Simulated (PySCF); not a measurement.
C7H10OSi

Input file:

```
{"job": {"kind": "nmr", "xc": "PBE0", "basis": "pcSseg-1"}, "charge": 0, "multiplicity": 1}
C      3.799876    -0.486597    -0.932909
C      2.675421    -0.325731    -0.502892
C      1.357445    -0.184348     0.023199
C      0.584219     0.897346    -0.226126
C     -0.795624     0.986688     0.366777
C     -1.859602     1.439719    -0.632657
Si    -1.009591    -0.767283     1.072575
O     -1.926573    -1.747903     0.078782
C      0.791783    -1.279120     0.908167
H      4.793741    -0.617718    -1.318374
H      0.956708     1.706944    -0.864438
H     -0.771667     1.707409     1.208511
H     -2.844228     1.549441    -0.150696
H     -1.605647     2.414935    -1.079789
H     -1.966128     0.714188    -1.453873
H     -1.568495    -0.787370     2.461164
H     -2.880295    -1.634847     0.111182
H      0.919511    -2.274873     0.454098
H      1.314828    -1.305141     1.879686
```

Command:

```sh
OMP_NUM_THREADS=1 python probes_run.py task.json out
```

Geometry: PBE0-D3(BJ)/def2-SVP.

These are results of PySCF, PBE0/pcSseg-1, SCF density, gas phase, non-relativistic, not measurements.

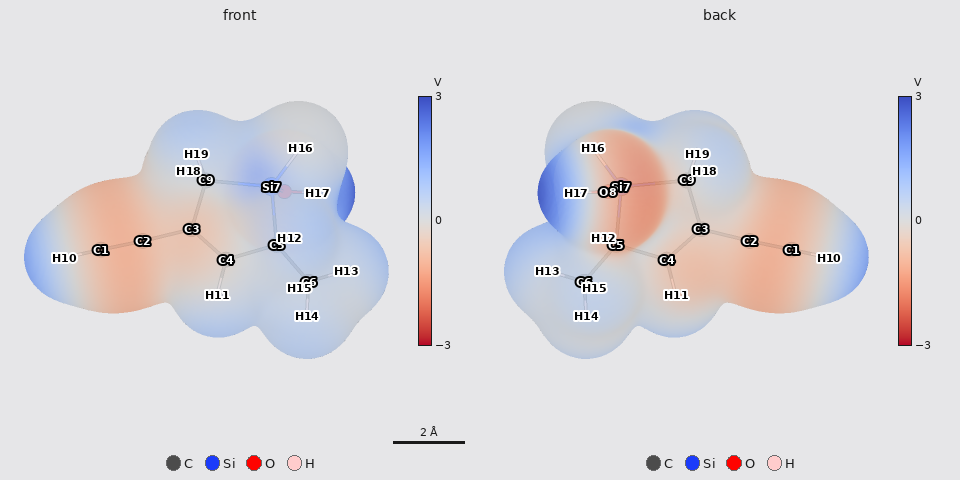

Figure 1. The electrostatic potential painted on the density surface at 0.002 e/bohr³, seen from the front and from behind; red is negative and blue positive.

Where is the surface potential most negative and most positive?

The most negative region (about −1.5 V, or −35 kcal/mol for a unit charge) lies over O8, the most positive (about +2.5 V, or +58 kcal/mol for a unit charge) over H17. O8 is the likeliest acceptor of a hydrogen bond.

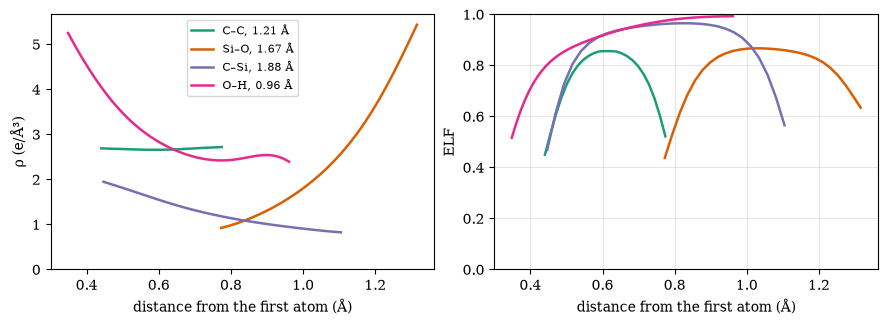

Figure 2. Electron density and electron localisation function along straight lines between neighbouring atoms. The curves leave out the atomic cores.

What can be read from the curves?

C–C (1.21 Å): the density is about 2.7 e/Å³ at the midpoint; the ELF peaks at about 0.85 between the atoms (a short, multiple covalent bond).
Si–O (1.67 Å): ρ at the midpoint is about 1.1 e/Å³; the ELF peaks at about 0.85 between the atoms: a shared but strongly polarised pair.
C–Si (1.88 Å): the density is about 0.97 e/Å³ at the midpoint; the ELF peaks at about 0.95 between the atoms, as expected for localised, covalent bonding.
O–H (0.96 Å): ρ is about 3.6 e/Å³ halfway; the ELF climbs to about 1 towards the hydrogen, as it does in any bond to H (an ordinary covalent bond to hydrogen).
